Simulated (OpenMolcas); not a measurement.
**C2H7BO (SMILES CBOC): levels of theory compared**

Wanted: a comparison of 6 runs (BHLYP/cc-pVDZ, BLYP/cc-pVDZ, SVWN5/cc-pVDZ, r2SCAN/cc-pVDZ, revPBE/cc-pVDZ, CCSD(T)/cc-pVDZ) of C2H7BO. 

Program for the calculation: OpenMolcas 26.06.

1 further run of the same task is left out (set aside as unsound or not needed).

## 1. The structure to begin with

C2H7BO has 11 atoms, charge 0, and is taken as a singlet. As SMILES, `CBOC`. The coordinates come from a PBE0-D4/def2-TZVP relaxation. This is one conformer, not always the lowest.

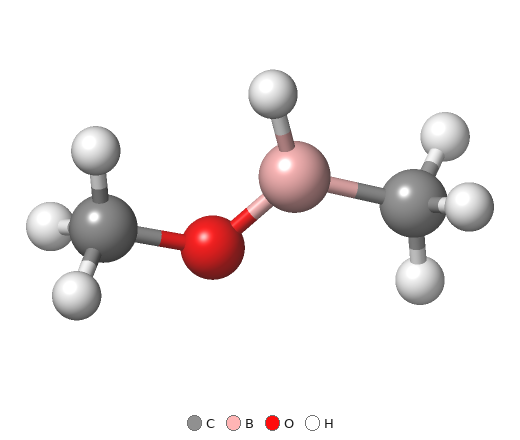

Viewed from a chosen angle; carbon grey, boron pink, oxygen red, hydrogen white.

## 2. Energy and gradient at BHLYP/cc-pVDZ (run 1)

The input, test.inp:

```
&gateway
baslib=$CurrDir
coord
11
angstrom
C       -1.306200       1.341700      -0.364700
B       -0.434700       0.206700       0.257100
O        0.626600      -0.267100      -0.425200
C        1.454400      -1.289700       0.083900
H       -0.966000       1.657000      -1.352600
H       -2.351400       1.021300      -0.437600
H       -1.315700       2.214600       0.297900
H       -0.678700      -0.268200       1.340800
H        1.446400      -2.133000      -0.610100
H        1.113800      -1.626100       1.067400
H        2.476800      -0.914200       0.163700
basis=cc-pVDZ
group=NoSym
&seward
gridinput
Grid=UltraFine
End of Grid
&scf
ksdft=HYB_GGA_XC_BHANDHLYP
thresholds=1e-10 1e-07 1e-07 1e-05
prorbitals=1
&alaska
```

The basis set cc-pVDZ is read from a file made from the Basis Set Exchange's data (not shown).

Launch:

```console
$ export MOLCAS_MEM=1860
$ pymolcas test.inp > test.log
```

Output:

```text
--- Start Module: gateway ---
[...]
--- Stop Module: gateway /rc=_RC_ALL_IS_WELL_ ---
[...]
      Basis functions           91
[...]
--- Start Module: scf ---
[...]
       Convergence after  13 Iterations
[...]
::    Total KS-DFT energy                            -180.4412434036
[...]
      Total spin, S                                     0.0000000000
[...]
      Total electronic charge=   32.000000
      Total            charge=   -0.000000
[...]
      Dipole Moment (debye):
      Origin of the operator (angstrom)=    0.1161   -0.0245   -0.1183
                   X=  6.0087E-01               Y= -8.0202E-01               Z=  4.7400E-01           Total=  1.1086E+00
      Quadrupole Moment (debye*angstrom):
[...]
--- Stop Module: scf /rc=_RC_ALL_IS_WELL_ ---
[...]
--- Start Module: alaska ---
[...]
 *              Molecular gradients               *
 **************************************************
  Irreducible representation: a
 ------------------------------------------------------------------------------------------
                              X                       Y                       Z
 ------------------------------------------------------------------------------------------
  C1                2.69612058215518E-04   -2.37506454467962E-05   -5.32250568463510E-04
  B2               -2.92911411648467E-03    1.68661092135172E-03    1.44819015955200E-03
  O3                9.80134207996919E-04    8.67755771955192E-04   -2.77329612850252E-03
  C4                1.50247624820476E-03   -1.73780041134375E-03    9.35651610410870E-04
  H5               -5.42236677927188E-04   -2.12921254068021E-04    1.12551290432306E-03
  H6                1.14707646610546E-03    5.24347430173600E-04    2.12505913287309E-04
  H7               -1.59361266874436E-04   -9.84530390742311E-04   -7.28292497138572E-04
  H8                6.03078581455030E-04   -5.15463282326212E-04   -6.85161870670470E-05
[...]
--- Stop Module: alaska /rc=_RC_ALL_IS_WELL_ ---
[...]
```

Wall time 89 s (1 thread of AMD EPYC 7R43 (Zen 3), shared host); peak memory 0.5 GiB.

## 3. Energy and gradient at BLYP/cc-pVDZ (run 2)

The input, run.input:

```
>>> EXPORT MOLCAS_PRINT=2
&GATEWAY
BasLib = $CurrDir
BasisSet
C.cc-pVDZ....
C1 -1.306200 1.341700 -0.364700 angstrom
C4 1.454400 -1.289700 0.083900 angstrom
End of Basis
BasisSet
B.cc-pVDZ....
B2 -0.434700 0.206700 0.257100 angstrom
End of Basis
BasisSet
O.cc-pVDZ....
O3 0.626600 -0.267100 -0.425200 angstrom
End of Basis
BasisSet
H.cc-pVDZ....
H5 -0.966000 1.657000 -1.352600 angstrom
H6 -2.351400 1.021300 -0.437600 angstrom
H7 -1.315700 2.214600 0.297900 angstrom
H8 -0.678700 -0.268200 1.340800 angstrom
H9 1.446400 -2.133000 -0.610100 angstrom
H10 1.113800 -1.626100 1.067400 angstrom
H11 2.476800 -0.914200 0.163700 angstrom
End of Basis
&SEWARD
GridInput
Grid=UltraFine
End of Grid
&SCF
KSDFT = BLYP
Thresholds = 1e-10 1e-07 1e-07 1e-05
PrOrbitals = 1 2
&ALASKA
```

The basis set cc-pVDZ is read from a file made from the Basis Set Exchange's data (not shown).

Launch:

```console
$ export MOLCAS_MEM=1860
$ pymolcas run.input > run.log
```

Output:

```text
--- Start Module: gateway ---
[...]
--- Stop Module: gateway /rc=_RC_ALL_IS_WELL_ ---
[...]
      Basis functions           91
[...]
--- Start Module: scf ---
[...]
       Convergence after  16 Iterations
[...]
::    Total KS-DFT energy                            -180.4521379300
[...]
      Total spin, S                                     0.0000000000
[...]
      Total electronic charge=   32.000000
      Total            charge=   -0.000000
[...]
      Dipole Moment (debye):
      Origin of the operator (angstrom)=    0.1161   -0.0245   -0.1183
                   X=  6.8971E-01               Y= -7.3613E-01               Z=  2.5040E-01           Total=  1.0394E+00
      Quadrupole Moment (debye*angstrom):
[...]
--- Stop Module: scf /rc=_RC_ALL_IS_WELL_ ---
[...]
--- Start Module: alaska ---
[...]
 *              Molecular gradients               *
 **************************************************
  Irreducible representation: a
 ------------------------------------------------------------------------------------------
                              X                       Y                       Z
 ------------------------------------------------------------------------------------------
  C1               -3.69865520324630E-03    3.84297582339466E-03   -1.12864639681853E-03
  C4               -3.38086677235605E-03    4.42108004823005E-03   -2.24080712225949E-03
  B2                6.37481868197831E-03   -2.59545695151012E-03   -4.33544099368799E-03
  O3               -5.03378148148048E-04   -7.77104314184474E-03    1.30017464000236E-02
  H5               -3.06547870386265E-03   -3.72774848403434E-03    1.03332899529263E-02
  H6                1.08182114799544E-02    2.78907355794344E-03    7.83597002245784E-04
  H7                5.50789915497008E-04   -9.05368143042784E-03   -6.51367317184626E-03
  H8                2.11260731147433E-03    2.11996623254740E-03   -6.28651552185877E-03
[...]
--- Stop Module: alaska /rc=_RC_ALL_IS_WELL_ ---
[...]
```

It took 85 s on 1 thread of AMD EPYC 7R43 (Zen 3), shared host; peak memory 0.5 GiB.

## 4. Energy and gradient at SVWN5/cc-pVDZ (run 3)

The input, test.input:

```
&GATEWAY
 BasLib
 $CurrDir
 Coord
 11
 bohr
 C     -2.46836026     2.53544554    -0.68918312
 B     -0.82146395     0.39060639     0.48584859
 O      1.18410239    -0.50474585    -0.80351155
 C      2.74841768    -2.43717978     0.15854802
 H     -1.82547544     3.13127619    -2.55604356
 H     -4.44350201     1.92997729    -0.82694415
 H     -2.48631266     4.18498748     0.56294941
 H     -1.28255712    -0.50682455     2.53374479
 H      2.73329987    -4.03078582    -1.15292191
 H      2.10477696    -3.07288365     2.01709367
 H      4.68047367    -1.72758762     0.30934817
 Basis
 cc-pVDZ
 Group
 NoSym

&SEWARD
 GridInput
 Grid=UltraFine
 End of Grid

&SCF
 KSDFT
 SVWN5
 Thresholds
 1e-10 1e-07 1e-07 1e-05
 PrOrbitals
 1 2

&ALASKA
```

The basis set cc-pVDZ is read from a file made from the Basis Set Exchange's data (not shown).

Launch:

```console
$ export MOLCAS_MEM=1860
$ pymolcas test.input > test.log
```

Output:

```text
--- Start Module: gateway ---
[...]
--- Stop Module: gateway /rc=_RC_ALL_IS_WELL_ ---
[...]
      Basis functions           91
[...]
--- Start Module: scf ---
[...]
       Convergence after  16 Iterations
[...]
::    Total KS-DFT energy                            -178.9361477602
[...]
      Total spin, S                                     0.0000000000
[...]
      Total electronic charge=   32.000000
      Total            charge=   -0.000000
[...]
      Dipole Moment (debye):
      Origin of the operator (angstrom)=    0.1161   -0.0245   -0.1183
                   X=  6.7931E-01               Y= -7.2313E-01               Z=  2.4601E-01           Total=  1.0222E+00
      Quadrupole Moment (debye*angstrom):
[...]
--- Stop Module: scf /rc=_RC_ALL_IS_WELL_ ---
[...]
--- Start Module: alaska ---
[...]
 *              Molecular gradients               *
 **************************************************
  Irreducible representation: a
 ------------------------------------------------------------------------------------------
                              X                       Y                       Z
 ------------------------------------------------------------------------------------------
  C1               -9.90092634657680E-03    1.12149421529142E-02   -4.40711748737721E-03
  B2                6.95886911753263E-04   -5.44486634792649E-03    7.82346092844310E-03
  O3               -1.44663288594327E-03    6.55489054703029E-04    8.34329132334943E-04
  C4                9.58265000059111E-03   -1.12439315910038E-02    5.16617818375886E-03
  H5               -4.14400417945660E-03   -3.36745772259683E-03    1.12317396328856E-02
  H6                1.11714663372404E-02    3.44343916396017E-03    2.93288745186859E-04
  H7                3.58090848572190E-04   -9.00745293381799E-03   -7.37284126403148E-03
  H8                1.52454559539650E-03    4.26978380426124E-03   -8.90143513550345E-03
[...]
--- Stop Module: alaska /rc=_RC_ALL_IS_WELL_ ---
[...]
```

It took 41 s on 1 thread of AMD EPYC 7R43 (Zen 3), shared host; peak memory 0.5 GiB.

Runs 4 to 5 aren't shown in full; the table further down has their settings and results.

## 5. A single-point energy at CCSD(T)/cc-pVDZ (run 6)

The input, coord.xyz:

```xyz
11

C     -1.306200     1.341700    -0.364700
B     -0.434700     0.206700     0.257100
O      0.626600    -0.267100    -0.425200
C      1.454400    -1.289700     0.083900
H     -0.966000     1.657000    -1.352600
H     -2.351400     1.021300    -0.437600
H     -1.315700     2.214600     0.297900
H     -0.678700    -0.268200     1.340800
H      1.446400    -2.133000    -0.610100
H      1.113800    -1.626100     1.067400
H      2.476800    -0.914200     0.163700
```

The input, calc.inp:

```
&GATEWAY
BasLib = $CurrDir
Coord = coord.xyz
Basis = cc-pVDZ
Group = NoSym
&SEWARD
&SCF
Thresholds = 1e-10 1e-07 1e-07 1e-05
PrOrbitals = 1 1
&RASSCF
FileOrb = $Project.ScfOrb
Spin = 1
Nactel = 0 0 0
Inactive = 16
Ras2 = 0
OutOrbitals = Canonical
OrbListing = Few
&MOTRA
JobIph
Frozen = 4
&CCSDT
CCT
Triples = 2
Iterations = 80
Accuracy = 1e-08
Extrapolation = 5 4
```

The basis set cc-pVDZ is read from a file made from the Basis Set Exchange's data (not shown).

Launch:

```console
$ export MOLCAS_MEM=1860
$ pymolcas calc.inp > calc.log
```

Output:

```text
--- Start Module: gateway ---
[...]
--- Stop Module: gateway /rc=_RC_ALL_IS_WELL_ ---
[...]
      Basis functions           91
[...]
       Convergence after  12 Iterations
[...]
::    Total SCF energy                               -179.4108586328
[...]
      Total spin, S                                     0.0000000000
[...]
      Number of active orbitals                  0
[...]
      Spin quantum number                      0.0
[...]
      Active orbitals                            0
[...]
      Number of CSFs                             1
[...]
      Number of root(s) required                 1
[...]
      Convergence after  4 iterations
[...]
      Natural orbitals and occupation numbers for root  1
      ************************************************************************************************************************
      *                                                    Final results                                                     *
      ************************************************************************************************************************
[...]
::    RASSCF root number  1 Total energy:   -179.41085863
[...]
      Total electronic charge=   32.000000
      Total            charge=   -0.000000
[...]
      Dipole Moment (debye):
      Origin of the operator (angstrom)=    0.1161   -0.0245   -0.1183
                   X=  5.5401E-01               Y= -8.5102E-01               Z=  6.1367E-01           Total=  1.1865E+00
      Quadrupole Moment (debye*angstrom):
[...]
--- Start Module: motra ---
[...]
      *** WARNING: Default frozen orbitals is overwritten by user input.
      *** Default values:   4
[...]
--- Stop Module: motra /rc=_RC_ALL_IS_WELL_ ---
[...]
--- Start Module: ccsdt ---
[...]
      Convergence after                    16  Iterations
      Total energy (diff) :    -180.01912033       0.00000001
[...]
 METHOD                       : CCSD+T(CCSD)+<T3(1)WT1> = CCSD(T)
[...]
       CCSD     =      -180.0191203339250
[...]
--- Stop Module: ccsdt /rc=_RC_ALL_IS_WELL_ ---
[...]
```

It took 71 s on 1 thread of AMD EPYC 7R43 (Zen 3), shared host; peak memory 0.5 GiB.

## 6. Overview of the runs

```
run            level      task  integration grid  energy (Eh)  dipole moment (D) of the reference  HOMO energy (eV)  LUMO energy (eV)  wall time
  1    BHLYP/cc-pVDZ  gradient         UltraFine  -180.441243                                1.11             -9.66              1.62       89 s
  2     BLYP/cc-pVDZ  gradient         UltraFine  -180.452138                                1.04             -6.61             -0.34       85 s
  3    SVWN5/cc-pVDZ  gradient         UltraFine  -178.936148                                1.02             -6.77             -0.72       41 s
  4   r2SCAN/cc-pVDZ  gradient         UltraFine  -180.433383                                1.04             -7.05             -0.12      2 min
  5   revPBE/cc-pVDZ  gradient         UltraFine  -180.481023                                1.02             -6.68             -0.41    1.8 min
  6  CCSD(T)/cc-pVDZ    energy                 –  -180.035271                                1.19            -11.91              4.23       71 s
```

## 7. Results

| quantity | value |
| --- | --- |
| run 6: total energy | -180.03527 Eh |
| run 6: dipole moment (mean-field density) | 1.19 D |
| run 6: HOMO energy (Hartree–Fock orbitals) | -11.91 eV |
| run 6: LUMO energy (Hartree–Fock orbitals) | 4.23 eV |
| run 6: HOMO–LUMO gap (Hartree–Fock orbitals) | 16.13 eV |
| run 6: correlation energy (4 core orbitals frozen) | -624.4 mEh |
| run 6: (T) correction | -16.15 mEh |

Over runs 1, 2, 3, 4, 5 the dipole moment (its size) runs from 1.02 D (SVWN5/cc-pVDZ) to 1.11 D (BHLYP/cc-pVDZ). Over runs 1, 2, 3, 4, 5 the HOMO–LUMO gap runs from 6.05 eV (SVWN5/cc-pVDZ) to 11.28 eV (BHLYP/cc-pVDZ). Totals of different functionals can't be ranked against each other. All runs together took 8.5 min, the longest 2 min.
